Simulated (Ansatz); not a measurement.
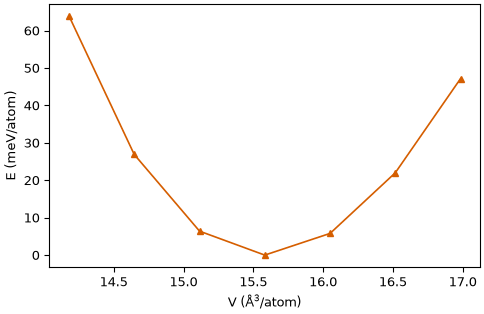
Fig. 1. TaAl₃ in space group I4/mmm (No. 139; Ta on 2a, Al on 2b, Al on 4d) under volume change, PBEsol in the plane-wave PAW code Ansatz, shape and atoms relaxed at each volume.

Question: What does a third-order Birch–Murnaghan fit give for V₀, B₀ and B′?

Answer: V₀ = 15.58 Å³/atom, B₀ = 138 GPa, B′ = 4.0.

The workflow started from a Materials Project entry (that database holds measured and hypothetical structures alike); the Crystallography Open Database files this formula in space group No. 139, but the cells were not matched. Its standing as an ambient phase is unchecked. The PBEsol relaxation kept the symmetry of its start; whether a distortion lowers the energy is not shown. No spin polarisation was allowed. Spin–orbit coupling is left out wherever it is not named.

Potentials: the later of the program's two PAW sets.
